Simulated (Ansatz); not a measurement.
BH₂OF₂: molecular dynamics (part 5 of 5)

Continued. System: BH₂OF₂, multiplicity 2. Method: UHF/def2-SVP (Ansatz 0.2.0). It belongs to a series of runs on one base structure; here: dynamics from the highest image of the converged band.

Geometry of the input (Å):
```
B  -0.1852  -0.0506  -0.7694
F  0.1075  -0.8644  2.0279
H  1.0150  -0.0936  -0.7574
F  -0.8375  1.0284  -0.4572
O  -0.3475  -0.0885  3.0543
H  -0.3794  -0.7324  3.7539
```

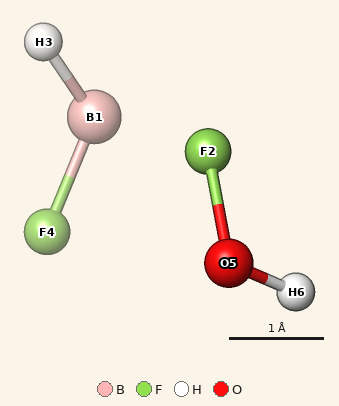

Figure 1. The geometry at step 178 of the log (ball-and-stick view, seen at an oblique angle; atoms are numbered from 1 in the order of the input).

Trajectory as extended XYZ, continued:
```
6
Properties=species:S:1:pos:R:3:forces:R:3 step=155 time_fs=77.5 energy=-8140.90387 temperature=132.5
B    -0.2912   -0.0690   -0.7912   -0.4237  -1.4476  -0.3494
F     0.1916   -0.8044    2.0662    0.1457  -0.4335  -0.5914
H     0.8529   -0.2415   -0.8003    1.2323  -0.2040  -0.0516
F    -0.8092    1.0518   -0.5134   -0.7935   1.6490   0.4110
O    -0.3464   -0.1736    3.1266   -1.4935  -0.0832   0.8900
H    -1.2164   -0.6091    3.2200    1.3327   0.5192  -0.3086
6
Properties=species:S:1:pos:R:3:forces:R:3 step=157 time_fs=78.5 energy=-8140.89064 temperature=107.7
B    -0.2960   -0.0690   -0.7919    0.1993  -1.6027  -0.3707
F     0.1923   -0.8032    2.0674    0.2029  -0.4860  -0.6930
H     0.8672   -0.2320   -0.7941    0.7281  -0.1818  -0.0632
F    -0.8077    1.0514   -0.5140   -0.9105   1.7823   0.4418
O    -0.3455   -0.1752    3.1265   -2.0829  -0.2813   1.0158
H    -1.2326   -0.6063    3.2108    1.8631   0.7695  -0.3306
6
Properties=species:S:1:pos:R:3:forces:R:3 step=159 time_fs=79.5 energy=-8140.91069 temperature=145.5
B    -0.3007   -0.0705   -0.7930    0.8834  -1.6308  -0.3529
F     0.1931   -0.8022    2.0683    0.2339  -0.5019  -0.7354
H     0.8884   -0.2242   -0.7884    0.0906  -0.1446  -0.0796
F    -0.8067    1.0518   -0.5144   -0.9552   1.7736   0.4374
O    -0.3459   -0.1770    3.1271   -1.8147  -0.1120   0.9978
H    -1.2314   -0.5964    3.1986    1.5619   0.6156  -0.2673
6
Properties=species:S:1:pos:R:3:forces:R:3 step=160 time_fs=80.0 energy=-8140.92534 temperature=173.0
B    -0.3028   -0.0718   -0.7936    1.1827  -1.5843  -0.3285
F     0.1935   -0.8017    2.0686    0.2397  -0.4959  -0.7341
H     0.8997   -0.2208   -0.7859   -0.2134  -0.1297  -0.0894
F    -0.8064    1.0523   -0.5145   -0.9496   1.7126   0.4212
O    -0.3466   -0.1780    3.1276   -1.3597   0.0999   0.9448
H    -1.2249   -0.5890    3.1914    1.1002   0.3974  -0.2140
6
Properties=species:S:1:pos:R:3:forces:R:3 step=162 time_fs=81.0 energy=-8140.93151 temperature=184.1
B    -0.3061   -0.0755   -0.7951    1.6181  -1.3679  -0.2518
F     0.1945   -0.8011    2.0688    0.2385  -0.4584  -0.6930
H     0.9201   -0.2150   -0.7814   -0.7091  -0.1166  -0.1101
F    -0.8061    1.0540   -0.5145   -0.8875   1.4836   0.3622
O    -0.3483   -0.1797    3.1290    0.0625   0.7052   0.7877
H    -1.2056   -0.5723    3.1758   -0.3224  -0.2459  -0.0951
6
Properties=species:S:1:pos:R:3:forces:R:3 step=164 time_fs=82.0 energy=-8140.90009 temperature=125.7
B    -0.3079   -0.0803   -0.7968    1.7999  -1.0099  -0.1463
F     0.1956   -0.8007    2.0688    0.2361  -0.3977  -0.6224
H     0.9339   -0.2103   -0.7780   -1.0065  -0.1276  -0.1292
F    -0.8063    1.0565   -0.5144   -0.7708   1.1372   0.2741
O    -0.3500   -0.1811    3.1309    1.5149   1.2571   0.6358
H    -1.1894   -0.5578    3.1592   -1.7737  -0.8591  -0.0121
6
Properties=species:S:1:pos:R:3:forces:R:3 step=166 time_fs=83.0 energy=-8140.89601 temperature=118.6
B    -0.3082   -0.0861   -0.7987    1.7290  -0.5562  -0.0243
F     0.1968   -0.8005    2.0684    0.2507  -0.3309  -0.5520
H     0.9382   -0.2068   -0.7759   -1.0869  -0.1594  -0.1439
F    -0.8068    1.0596   -0.5141   -0.6186   0.7156   0.1671
O    -0.3509   -0.1817    3.1332    1.7971   1.2515   0.5364
H    -1.1894   -0.5512    3.1424   -2.0712  -0.9205   0.0168
6
Properties=species:S:1:pos:R:3:forces:R:3 step=168 time_fs=84.0 energy=-8140.93865 temperature=198.4
B    -0.3070   -0.0923   -0.8006    1.4201  -0.0578   0.1003
F     0.1982   -0.8005    2.0678    0.2786  -0.2658  -0.4883
H     0.9322   -0.2049   -0.7751   -0.9472  -0.2065  -0.1519
F    -0.8077    1.0630   -0.5137   -0.4490   0.2643   0.0528
O    -0.3507   -0.1816    3.1358    0.6236   0.6107   0.4260
H    -1.2083   -0.5531    3.1259   -0.9260  -0.3449   0.0612
6
Properties=species:S:1:pos:R:3:forces:R:3 step=169 time_fs=84.5 energy=-8140.95387 temperature=227.2
B    -0.3059   -0.0955   -0.8015    1.1811   0.1936   0.1595
F     0.1989   -0.8005    2.0673    0.2899  -0.2323  -0.4527
H     0.9256   -0.2047   -0.7753   -0.7952  -0.2340  -0.1528
F    -0.8082    1.0647   -0.5135   -0.3620   0.0404  -0.0038
O    -0.3504   -0.1813    3.1372   -0.1833   0.2027   0.3442
H    -1.2219   -0.5556    3.1178   -0.1305   0.0296   0.1056
6
Properties=species:S:1:pos:R:3:forces:R:3 step=171 time_fs=85.5 energy=-8140.94675 temperature=214.5
B    -0.3029   -0.1017   -0.8032    0.5527   0.6762   0.2650
F     0.2005   -0.8007    2.0663    0.2919  -0.1585  -0.3594
H     0.9074   -0.2059   -0.7767   -0.3397  -0.2925  -0.1476
F    -0.8094    1.0683   -0.5131   -0.1894  -0.3838  -0.1105
O    -0.3501   -0.1808    3.1402   -1.5206  -0.4816   0.1348
H    -1.2484   -0.5598    3.1025    1.2051   0.6402   0.2176
6
Properties=species:S:1:pos:R:3:forces:R:3 step=173 time_fs=86.5 energy=-8140.91938 temperature=162.9
B    -0.2994   -0.1072   -0.8047   -0.2132   1.1045   0.3485
F     0.2022   -0.8009    2.0651    0.2567  -0.0737  -0.2305
H     0.8860   -0.2100   -0.7795    0.2593  -0.3483  -0.1346
F    -0.8107    1.0716   -0.5128   -0.0233  -0.7565  -0.2029
O    -0.3506   -0.1806    3.1432   -2.0770  -0.8274  -0.0888
H    -1.2637   -0.5579    3.0892    1.7974   0.9013   0.3082
6
Properties=species:S:1:pos:R:3:forces:R:3 step=175 time_fs=87.5 energy=-8140.91237 temperature=149.2
B    -0.2962   -0.1118   -0.8058   -0.9629   1.4483   0.4089
F     0.2040   -0.8012    2.0638    0.1829   0.0200  -0.0691
H     0.8670   -0.2174   -0.7836    0.8522  -0.3877  -0.1180
F    -0.8120    1.0746   -0.5126    0.1327  -1.0612  -0.2766
O    -0.3523   -0.1809    3.1462   -1.7431  -0.8064  -0.2728
H    -1.2624   -0.5477    3.0789    1.5382   0.7870   0.3276
6
Properties=species:S:1:pos:R:3:forces:R:3 step=177 time_fs=88.5 energy=-8140.92090 temperature=164.4
B    -0.2938   -0.1151   -0.8066   -1.4722   1.6778   0.4485
F     0.2059   -0.8014    2.0625    0.0761   0.1181   0.1149
H     0.8561   -0.2284   -0.7889    1.2188  -0.3915  -0.1032
F    -0.8132    1.0770   -0.5125    0.2747  -1.2874  -0.3290
O    -0.3551   -0.1816    3.1490   -0.5488  -0.4519  -0.3743
H    -1.2468   -0.5302    3.0716    0.4515   0.3349   0.2432
6
Properties=species:S:1:pos:R:3:forces:R:3 step=178 time_fs=89.0 energy=-8140.91954 temperature=161.5
B    -0.2930   -0.1162   -0.8069   -1.5747   1.7411   0.4609
F     0.2069   -0.8015    2.0618    0.0142   0.1667   0.2103
H     0.8549   -0.2354   -0.7918    1.2568  -0.3736  -0.0973
F    -0.8138    1.0780   -0.5125    0.3389  -1.3690  -0.3470
O    -0.3566   -0.1821    3.1503    0.2918  -0.1881  -0.3880
H    -1.2366   -0.5199    3.0689   -0.3270   0.0228   0.1611
6
Properties=species:S:1:pos:R:3:forces:R:3 step=180 time_fs=90.0 energy=-8140.90089 temperature=127.0
B    -0.2926   -0.1172   -0.8071   -1.4435   1.7564   0.4695
F     0.2089   -0.8017    2.0606   -0.1130   0.2548   0.3897
H     0.8612   -0.2518   -0.7985    1.0143  -0.2908  -0.0865
F    -0.8148    1.0794   -0.5127    0.4500  -1.4677  -0.3663
O    -0.3595   -0.1832    3.1528    1.9229   0.3017  -0.3720
H    -1.2206   -0.4999    3.0645   -1.8307  -0.5545  -0.0344
6
Properties=species:S:1:pos:R:3:forces:R:3 step=182 time_fs=91.0 energy=-8140.90513 temperature=135.8
B    -0.2935   -0.1166   -0.8068   -0.9724   1.6299   0.4530
F     0.2108   -0.8017    2.0596   -0.2222   0.3191   0.5271
H     0.8771   -0.2711   -0.8060    0.4602  -0.1515  -0.0721
F    -0.8156    1.0800   -0.5130    0.5335  -1.4812  -0.3646
O    -0.3612   -0.1840    3.1550    2.4103   0.3725  -0.4058
H    -1.2214   -0.4850    3.0597   -2.2093  -0.6889  -0.1376
6
Properties=species:S:1:pos:R:3:forces:R:3 step=184 time_fs=92.0 energy=-8140.94200 temperature=204.5
B    -0.2952   -0.1146   -0.8062   -0.3801   1.3900   0.4096
F     0.2126   -0.8016    2.0588   -0.2995   0.3547   0.6088
H     0.8973   -0.2918   -0.8142   -0.1827   0.0195  -0.0502
F    -0.8161    1.0800   -0.5135    0.5849  -1.4131  -0.3434
O    -0.3616   -0.1847    3.1570    1.3397  -0.0508  -0.5635
H    -1.2423   -0.4763    3.0538   -1.0623  -0.3002  -0.0613
6
Properties=species:S:1:pos:R:3:forces:R:3 step=186 time_fs=93.0 energy=-8140.94248 temperature=205.5
B    -0.2972   -0.1114   -0.8052    0.1457   1.0730   0.3413
F     0.2142   -0.8013    2.0584   -0.3531   0.3698   0.6502
H     0.9159   -0.3122   -0.8229   -0.7245   0.1907  -0.0214
F    -0.8163    1.0792   -0.5143    0.6018  -1.2683  -0.3039
O    -0.3611   -0.1854    3.1587   -0.2477  -0.5686  -0.7605
H    -1.2731   -0.4704    3.0473    0.5778   0.2034   0.0943
6
Properties=species:S:1:pos:R:3:forces:R:3 step=187 time_fs=93.5 energy=-8140.92438 temperature=171.6
B    -0.2982   -0.1094   -0.8046    0.3500   0.8958   0.2994
F     0.2150   -0.8010    2.0583   -0.3760   0.3731   0.6627
H     0.9228   -0.3219   -0.8273   -0.9240   0.2680  -0.0055
F    -0.8163    1.0785   -0.5147    0.5972  -1.1690  -0.2779
O    -0.3609   -0.1858    3.1594   -0.8836  -0.7523  -0.8365
H    -1.2874   -0.4670    3.0443    1.2364   0.3843   0.1578
6
Properties=species:S:1:pos:R:3:forces:R:3 step=189 time_fs=94.5 energy=-8140.89019 temperature=107.3
B    -0.3000   -0.1049   -0.8032    0.6163   0.5204   0.2044
F     0.2164   -0.8004    2.0583   -0.4210   0.3749   0.6792
H     0.9298   -0.3391   -0.8362   -1.1554   0.3947   0.0258
F    -0.8160    1.0768   -0.5156    0.5625  -0.9213  -0.2143
O    -0.3609   -0.1871    3.1603   -1.5482  -0.9052  -0.9059
H    -1.3060   -0.4572    3.0396    1.9458   0.5364   0.2109
6
Properties=species:S:1:pos:R:3:forces:R:3 step=191 time_fs=95.5 energy=-8140.90003 temperature=125.8
B    -0.3012   -0.0999   -0.8016    0.6842   0.1368   0.1012
F     0.2175   -0.7997    2.0587   -0.4679   0.3719   0.6875
H     0.9258   -0.3526   -0.8448   -1.1574   0.4735   0.0522
F    -0.8155    1.0746   -0.5166    0.4961  -0.6175  -0.1377
O    -0.3618   -0.1889    3.1607   -1.3280  -0.7883  -0.8485
H    -1.3066   -0.4424    3.0368    1.7731   0.4235   0.1454
6
Properties=species:S:1:pos:R:3:forces:R:3 step=193 time_fs=96.5 energy=-8140.94002 temperature=201.0
B    -0.3018   -0.0947   -0.7999    0.5507  -0.2290  -0.0004
F     0.2184   -0.7987    2.0594   -0.5137   0.3641   0.6861
H     0.9109   -0.3616   -0.8529   -0.9316   0.4940   0.0680
F    -0.8147    1.0721   -0.5177    0.4025  -0.2731  -0.0523
O    -0.3635   -0.1912    3.1606   -0.2404  -0.4514  -0.6563
H    -1.2906   -0.4237    3.0353    0.7325   0.0954  -0.0451
6
Properties=species:S:1:pos:R:3:forces:R:3 step=195 time_fs=97.5 energy=-8140.95047 temperature=220.8
B    -0.3019   -0.0898   -0.7982    0.2189  -0.5491  -0.0888
F     0.2191   -0.7975    2.0605   -0.5440   0.3476   0.6646
H     0.8872   -0.3659   -0.8604   -0.4874   0.4488   0.0675
F    -0.8137    1.0695   -0.5189    0.2883   0.0913   0.0368
O    -0.3653   -0.1937    3.1601    1.4140  -0.0097  -0.3558
H    -1.2681   -0.4042    3.0333   -0.8897  -0.3290  -0.3242
6
Properties=species:S:1:pos:R:3:forces:R:3 step=196 time_fs=98.0 energy=-8140.93817 temperature=198.1
B    -0.3019   -0.0875   -0.7974   -0.0128  -0.6848  -0.1247
F     0.2193   -0.7969    2.0612   -0.5455   0.3331   0.6395
H     0.8733   -0.3664   -0.8639   -0.1942   0.4016   0.0595
F    -0.8131    1.0682   -0.5194    0.2258   0.2738   0.0808
O    -0.3659   -0.1950    3.1598    2.1652   0.1771  -0.1996
H    -1.2590   -0.3954    3.0313   -1.6386  -0.5009  -0.4556
6
Properties=species:S:1:pos:R:3:forces:R:3 step=198 time_fs=99.0 energy=-8140.91630 temperature=157.2
B    -0.3019   -0.0834   -0.7958   -0.5534  -0.9051  -0.1759
F     0.2195   -0.7955    2.0628   -0.5041   0.2836   0.5449
H     0.8449   -0.3646   -0.8704    0.4755   0.2695   0.0280
F    -0.8119    1.0657   -0.5205    0.0951   0.6253   0.1646
O    -0.3662   -0.1975    3.1590    2.6735   0.3188   0.0048
H    -1.2537   -0.3815    3.0239   -2.1866  -0.5922  -0.5664
6
Properties=species:S:1:pos:R:3:forces:R:3 step=200 time_fs=100.0 energy=-8140.92325 temperature=168.9
B    -0.3023   -0.0801   -0.7944   -1.0543  -1.0788  -0.2040
F     0.2195   -0.7939    2.0646   -0.3989   0.2045   0.3881
H     0.8211   -0.3603   -0.8768    1.1065   0.1250  -0.0165
F    -0.8107    1.0635   -0.5215   -0.0363   0.9427   0.2388
O    -0.3649   -0.1998    3.1582    1.5304   0.1455  -0.0155
H    -1.2683   -0.3731    3.0112   -1.1473  -0.3388  -0.3910
```

Key numbers:

- outcome: finished
- mean temperature over the second half: 166 K
- trajectory: 200 steps, 100 fs
- ensemble: nve
- temperature in the input: 300.0 K
- time step: 0.5 fs
- potential energy (last step): −8140.9233 eV
- mean-field energy (last step): −8140.9233 eV
- ⟨S²⟩ (last step): 0.752
- largest force (length of the vector) (last step): 1.537 eV/Å
- wall time: 2.8 min
- peak memory: 0.12 GiB

So short a trajectory is not equilibrated.
